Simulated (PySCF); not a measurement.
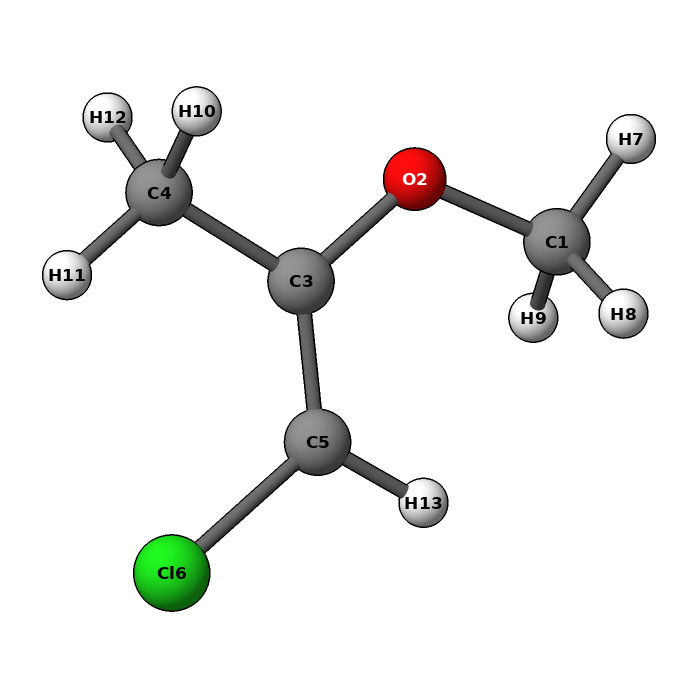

The questions are on isotropic NMR shieldings of the C atoms. The geometry was computed by an optimisation with PBE0-D3(BJ)/def2-SVP. No frequency run is at hand to confirm it as a minimum. Properties computed with GIAO B3LYP/pcSseg-1 NMR shielding, non-relativistic, gas phase (PySCF 2.14.0).

List the isotropic NMR shieldings of the C atoms.

```tsv
atom	σ (ppm)
C1	124.5
C3	13.6
C4	161.7
C5	78.8
```
